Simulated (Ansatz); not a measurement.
Profile along the N–Ga line in GaN (zinc blende)

GaN (zinc blende)

```xyz
2
Lattice="0.0000 2.2743 2.2743 2.2743 0.0000 2.2743 2.2743 2.2743 0.0000" Properties=species:S:1:pos:R:3 pbc="T T T"
N      3.4114     3.4114     3.4114
Ga     0.0000     0.0000     0.0000
```

Fields along a shortest N–Ga line of a {110} plane (1.97 Å), from N to Ga, interpolated on the slice's grid (step about 0.1 Å). These are PBE (plane waves to 420 eV, PAW, scalar-relativistic; Ansatz, a first-principles code) values and carry that method's errors. k mesh 12×12×12. Near the nuclei the fields are pseudised (PAW); where an atom keeps semicore shells as valence, they peak there. GaN was relaxed with its symmetry unable to fall.

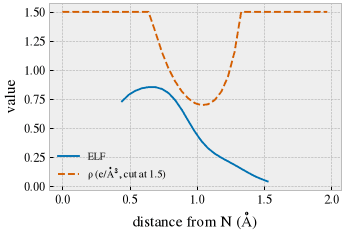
Fig. 1. ELF (away from the nuclei) and valence density from N to Ga.

Density on the N–Ga line (1.97 Å) at its density minimum, 1.0 Å from N: 0.70 e/Å³. ELF at that point: 0.4. ELF maximum in the middle third of the N–Ga line: 0.85, 0.7 Å from N.
